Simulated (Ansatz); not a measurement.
Base system: MgO in the rock salt structure (space group Fm-3m, No. 225; a = 4.2537 Å).

One thing is altered: the cell is scaled by 0.9700 in all directions; the atoms relax in the strained cell.

The values are results of Ansatz (a program for electronic structure), PBE, PAW, cutoff 420 eV, no SOC, not measurements.

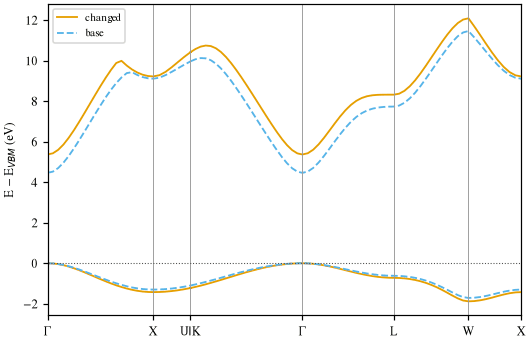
Highest valence and lowest conduction band along the path, each from its own valence-band maximum

The gap is 5.37 eV, direct at Γ; the base has 4.46 eV.

Whether these cells are dynamically stable was not tested.
